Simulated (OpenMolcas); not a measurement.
**Si2H4ClF (SMILES F[SiH]([SiH3])Cl): levels of theory compared**

We compute a comparison of 6 runs (HF/STO-3G, B3LYP/6-31G*, B2PLYP/def2-SVP, PBE0/def2-SVP, TPSS/def2-SVP, r2SCAN/def2-SVP) of Si2H4ClF. 

The calculation is run with OpenMolcas 26.06.

1 further run of the same task is left out (set aside as unsound or not needed).

## 1. The structure to begin with

The species is Si2H4ClF (8 atoms), meant as a singlet with charge 0. SMILES: `F[SiH]([SiH3])Cl`. Geometry: relaxed at PBE0-D4/def2-TZVP.

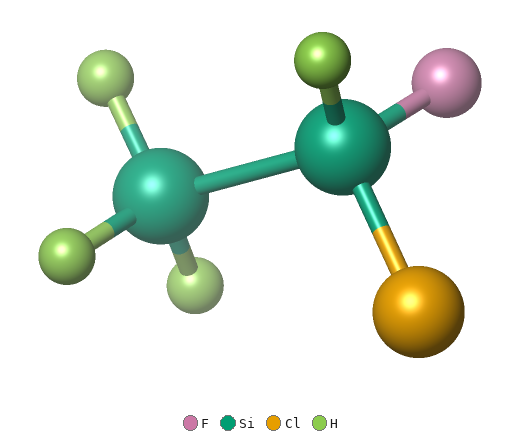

Viewed from a chosen angle; fluorine pink, silicon teal, chlorine amber, hydrogen green.

## 2. Energy and forces at HF/STO-3G (run 1)

job.input

```
>>> EXPORT MOLCAS_PRINT=2

&GATEWAY
 BasLib=$CurrDir
 Coord
 8
 angstrom
 F       -1.329000       1.796800       0.161200
 Si      -0.382900       0.812800      -0.667700
 Si       0.539000      -0.793000       0.761300
 Cl      -1.534100      -0.130100      -2.075900
 H        0.596600       1.655400      -1.392300
 H        1.355700      -0.131100       1.812300
 H        1.403500      -1.693800      -0.044400
 H       -0.556600      -1.574100       1.389600
 Basis=STO-3G
 Group=NoSym

&SEWARD

&SCF
 Thresholds=1e-10 1e-07 1e-07 1e-05
 PrOrbitals=1 1

&ALASKA
```

The basis set STO-3G is read from a file made from the Basis Set Exchange's data (not shown).

Run with:

```bash
$ export MOLCAS_MEM=1860
$ pymolcas job.input > job.log
```

The log of the run:

```text
--- Start Module: gateway ---
[...]
--- Stop Module: gateway /rc=_RC_ALL_IS_WELL_ ---
[...]
      Basis functions           36
[...]
--- Start Module: scf ---
[...]
       Convergence after  10 Iterations
[...]
::    Total SCF energy                              -1126.2368934906
[...]
      Total spin, S                                     0.0000000000
[...]
      Total electronic charge=   58.000000
      Total            charge=   -0.000000
[...]
      Dipole Moment (debye):
      Origin of the operator (angstrom)=   -0.6293    0.2491   -0.5716
                   X=  2.4516E+00               Y=  2.9019E-01               Z=  1.9097E+00           Total=  3.1212E+00
      Quadrupole Moment (debye*angstrom):
[...]
--- Stop Module: scf /rc=_RC_ALL_IS_WELL_ ---
--- Start Module: alaska ---
[...]
 *              Molecular gradients               *
 **************************************************
  Irreducible representation: a
 ------------------------------------------------------------------------------------------
                              X                       Y                       Z
 ------------------------------------------------------------------------------------------
  F1                1.24234252374578E-02   -1.11632985527912E-02   -5.89362333393240E-03
  SI2              -5.37829811267514E-02    1.51032649216631E-03   -1.85035019485942E-02
  SI3              -3.61956379621020E-03    4.31683919254411E-03    1.11529567132251E-03
  CL4               1.43155999589251E-02    9.31793045958429E-03    1.81339944636463E-02
  H5                1.84065320170435E-02    1.73969360123625E-02   -1.17749171283514E-02
  H6                1.83714624965172E-02    1.47018184361913E-02    2.33008673226136E-02
  H7                1.88075145611886E-02   -1.91990255502139E-02   -1.94746832943635E-02
  H8               -2.49219893482002E-02   -1.68815264898523E-02    1.30965682476543E-02
[...]
--- Stop Module: alaska /rc=_RC_ALL_IS_WELL_ ---
[...]
```

Run time: 3.3 s. Hardware: 1 thread of Intel Xeon Platinum 8259CL at 2.50GHz (Skylake/Cascade Lake), shared host; peak memory 0.37 GiB.

## 3. Energy and forces at B3LYP/6-31G(d) (Cartesian functions) (run 2)

mol.input

```
&GATEWAY
  BasLib=$CurrDir
  Coord
  8
  angstrom
  F       -1.329000       1.796800       0.161200
  Si      -0.382900       0.812800      -0.667700
  Si       0.539000      -0.793000       0.761300
  Cl      -1.534100      -0.130100      -2.075900
  H        0.596600       1.655400      -1.392300
  H        1.355700      -0.131100       1.812300
  H        1.403500      -1.693800      -0.044400
  H       -0.556600      -1.574100       1.389600
  Basis=6-31Gs
  Group=NoSym

&SEWARD
  GridInput
  Grid=UltraFine
  End of Grid

&SCF
  KSDFT=B3LYP
  Thresholds=1e-10 1e-07 1e-07 1e-05
  PrOrbitals=1

&ALASKA
```

The basis set 6-31G* is read from a file made from the Basis Set Exchange's data (not shown).

Run with:

```bash
$ export MOLCAS_MEM=1860
$ pymolcas mol.input > mol.log
```

The log of the run:

```text
--- Start Module: gateway ---
[...]
--- Stop Module: gateway /rc=_RC_ALL_IS_WELL_ ---
[...]
      Basis functions           80
[...]
--- Start Module: scf ---
[...]
       Convergence after  14 Iterations
[...]
::    Total KS-DFT energy                           -1141.5327571601
[...]
      Total spin, S                                     0.0000000000
[...]
      Total electronic charge=   58.000000
      Total            charge=   -0.000000
[...]
      Dipole Moment (debye):
      Origin of the operator (angstrom)=   -0.6293    0.2491   -0.5716
                   X=  1.6541E+00               Y= -3.3278E-01               Z=  6.7244E-01           Total=  1.8163E+00
      Quadrupole Moment (debye*angstrom):
[...]
--- Stop Module: scf /rc=_RC_ALL_IS_WELL_ ---
[...]
--- Start Module: alaska ---
[...]
 *              Molecular gradients               *
 **************************************************
  Irreducible representation: a
 ------------------------------------------------------------------------------------------
                              X                       Y                       Z
 ------------------------------------------------------------------------------------------
  F1                7.43379389275489E-03   -8.15082151002855E-03   -6.63959455877006E-03
  SI2              -1.08212161975381E-02    2.52778005481424E-03   -1.31254999214780E-03
  SI3              -2.39960268542561E-04   -3.02926283533012E-04    4.40800288044940E-04
  CL4               5.59455772584982E-03    4.61319775495284E-03    7.90974392497645E-03
  H5               -9.74732612798679E-04   -7.98638386787509E-05    9.08738255985142E-04
  H6               -3.56969013203923E-04    2.50594309628260E-04   -5.39281914649248E-04
  H7               -4.35070144677141E-04    6.27029083760444E-04   -3.01007131980224E-04
  H8               -2.00403381859005E-04    5.15010429131380E-04   -4.66848871587100E-04
[...]
--- Stop Module: alaska /rc=_RC_ALL_IS_WELL_ ---
[...]
```

Run time: 37 s. Hardware: 1 thread of Intel Xeon Platinum 8259CL at 2.50GHz (Skylake/Cascade Lake), shared host; peak memory 0.45 GiB.

## 4. The energy at B2PLYP/def2-SVP (run 3)

job.inp

```
&gateway
  baslib = $CurrDir
  coord
  8
  angstrom
  F       -1.329000       1.796800       0.161200
  Si      -0.382900       0.812800      -0.667700
  Si       0.539000      -0.793000       0.761300
  Cl      -1.534100      -0.130100      -2.075900
  H        0.596600       1.655400      -1.392300
  H        1.355700      -0.131100       1.812300
  H        1.403500      -1.693800      -0.044400
  H       -0.556600      -1.574100       1.389600
  basis = def2-SVP
  group = NoSym

&seward
  gridinput
  Grid=UltraFine
  End of Grid

&scf
  ksdft = B2PLYP_SCF
  thresholds = 1e-10 1e-07 1e-07 1e-05
  prorbitals = 1

&mbpt2
  frozen = 16
```

The basis set def2-SVP is read from a file made from the Basis Set Exchange's data (not shown).

Run with:

```bash
$ export MOLCAS_MEM=1860
$ pymolcas job.inp > job.log
```

The log of the run:

```text
--- Start Module: gateway ---
[...]
--- Stop Module: gateway /rc=_RC_ALL_IS_WELL_ ---
[...]
      Basis functions           88
[...]
--- Start Module: scf ---
[...]
       Convergence after  12 Iterations
[...]
::    Total KS-DFT energy                           -1140.4706953720
[...]
      Total spin, S                                     0.0000000000
[...]
      Total electronic charge=   58.000000
      Total            charge=   -0.000000
[...]
      Dipole Moment (debye):
      Origin of the operator (angstrom)=   -0.6293    0.2491   -0.5716
                   X=  1.5687E+00               Y= -5.2812E-01               Z=  4.1116E-01           Total=  1.7055E+00
      Quadrupole Moment (debye*angstrom):
[...]
--- Stop Module: scf /rc=_RC_ALL_IS_WELL_ ---
[...]
--- Start Module: mbpt2 ---
[...]
 ###    WARNING: MP2 implementation intended for RHF references only         ###
 ###############################################################################
MBPT2 WARNING: Reference function according to RunFile:KS-DFT
I'll assume you know what you're doing and continue
WARNING!
Default frozen orbitals as non valence orbitals is overwritten by user input.
Default values:  10
[...]
       Reference weight ( Cref**2 )         =        0.79277
::    Total MBPT2 energy                            -1141.0949454810
[...]
      Total MBPT2 calculations                           0.33      0.38
--- Stop Module: mbpt2 /rc=_RC_ALL_IS_WELL_ ---
[...]
```

Run time: 23 s. Hardware: 1 thread of Intel Xeon Platinum 8259CL at 2.50GHz (Skylake/Cascade Lake), shared host; peak memory 0.48 GiB.

Runs 4 to 5 aren't shown in full; the table further down has their settings and results.

## 5. Energy and forces at r2SCAN/def2-SVP (run 6)

run.inp

```
&GATEWAY
 BasLib=$CurrDir
 Coord
 8
 angstrom
 F       -1.329000       1.796800       0.161200
 Si      -0.382900       0.812800      -0.667700
 Si       0.539000      -0.793000       0.761300
 Cl      -1.534100      -0.130100      -2.075900
 H        0.596600       1.655400      -1.392300
 H        1.355700      -0.131100       1.812300
 H        1.403500      -1.693800      -0.044400
 H       -0.556600      -1.574100       1.389600
 Basis=def2-SVP
 Group=NoSym

&SEWARD
 GridInput
 Grid=UltraFine
 End of Grid

&SCF
 KSDFT=2
 1.0 MGGA_X_R2SCAN
 1.0 MGGA_C_R2SCAN
 Thresholds=1e-10 1e-07 1e-07 1e-05
 PrOrbitals=0

&ALASKA
```

The basis set def2-SVP is read from a file made from the Basis Set Exchange's data (not shown).

Run with:

```bash
$ export MOLCAS_MEM=1860
$ pymolcas run.inp > run.log
```

The log of the run:

```text
--- Start Module: gateway ---
[...]
--- Stop Module: gateway /rc=_RC_ALL_IS_WELL_ ---
[...]
      Basis functions           88
[...]
--- Start Module: scf ---
[...]
       Convergence after  13 Iterations
[...]
::    Total KS-DFT energy                           -1140.9980030715
[...]
      Total spin, S                                     0.0000000000
[...]
      Total electronic charge=   58.000000
      Total            charge=   -0.000000
[...]
      Dipole Moment (debye):
      Origin of the operator (angstrom)=   -0.6293    0.2491   -0.5716
                   X=  1.3977E+00               Y= -4.3266E-01               Z=  4.2901E-01           Total=  1.5247E+00
      Quadrupole Moment (debye*angstrom):
[...]
--- Stop Module: scf /rc=_RC_ALL_IS_WELL_ ---
[...]
--- Start Module: alaska ---
[...]
 *              Molecular gradients               *
 **************************************************
  Irreducible representation: a
 ------------------------------------------------------------------------------------------
                              X                       Y                       Z
 ------------------------------------------------------------------------------------------
  F1                1.20165540385280E-02   -1.21456445996770E-02   -1.12068687299978E-02
  SI2              -1.40287860901491E-02    8.68880325283783E-03    5.62535957807220E-03
  SI3               1.02824155722914E-03   -2.15131922848499E-03    1.85144866208020E-03
  CL4               4.32889066115294E-03    4.32831650202914E-03    4.88804999154979E-03
  H5               -2.23477370112679E-03   -1.07968548558190E-03    7.10088133077047E-04
  H6               -1.49404357115612E-03   -9.47079676322460E-04   -2.05173615160748E-03
  H7               -1.59801441972940E-03    1.86063842976125E-03    1.30117168998600E-03
  H8                1.98193152518344E-03    1.44597080547859E-03   -1.11751317340403E-03
[...]
--- Stop Module: alaska /rc=_RC_ALL_IS_WELL_ ---
[...]
```

Run time: 45 s. Hardware: 1 thread of Intel Xeon Platinum 8259CL at 2.50GHz (Skylake/Cascade Lake), shared host; peak memory 0.48 GiB.

## 6. Overview of the runs

| run | level | Cartesian functions | integration grid | energy (Eh) | dipole moment (D) | HOMO energy (eV) | LUMO energy (eV) | wall time |
| --- | --- | --- | --- | --- | --- | --- | --- | --- |
| 1 | HF/STO-3G | no | – | -1126.236893 | 3.12 | -8.88 | 8.91 | 3.3 s |
| 2 | B3LYP/6-31G* (Cartesian functions) | yes | UltraFine | -1141.532757 | 1.82 | -8.12 | -0.44 | 37 s |
| 3 | B2PLYP/def2-SVP | no | UltraFine | -1140.639243 | 1.71 | -9.42 | 1.04 | 23 s |
| 4 | PBE0/def2-SVP | no | UltraFine | -1140.628302 | 1.59 | -8.35 | -0.30 | 36 s |
| 5 | TPSS/def2-SVP | no | UltraFine | -1141.201944 | 1.45 | -7.27 | -0.96 | 45 s |
| 6 | r2SCAN/def2-SVP | no | UltraFine | -1140.998003 | 1.52 | -7.44 | -0.91 | 45 s |

## 7. Results

```
                       quantity           value
            run 6: total energy  -1140.99800 Eh
           run 6: dipole moment          1.52 D
             run 6: HOMO energy        -7.44 eV
             run 6: LUMO energy        -0.91 eV
           run 6: HOMO–LUMO gap         6.53 eV
run 6: largest force on an atom      1.051 eV/Å
```

What this shows: The dipole moment (its size) runs from 1.45 D (TPSS/def2-SVP) to 3.12 D (HF/STO-3G). The two ends differ in method and basis. The HOMO–LUMO gap runs from 6.31 eV (TPSS/def2-SVP) to 17.78 eV (HF/STO-3G). For B2PLYP the log adds the whole second-order term; the table takes 0.27 of it, as the functional is defined. Totals of different functionals can't be ranked against each other. In run 1 the basis is minimal, so the values are rough. All runs together took 3.2 min, the longest 45 s.
